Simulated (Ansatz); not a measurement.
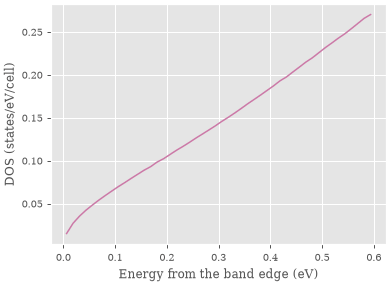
Fig. 1. Density of states of AlAs (F-43m) above the conduction band minimum, HSE06 with spin-orbit coupling, rigid bands (Ansatz, an electronic-structure program); cell volume 45.7 Å³.

**Question.** What effective density of states at 300 K does this give (∫ g(E) exp(−E/k_BT) dE, both spins, divided by the cell's size)?

**Answer.** 1.6e19 cm⁻³, a density-of-states mass of 0.75 mₑ, valleys and band degeneracy included.

Geometry: cell and atoms relaxed with PBEsol.
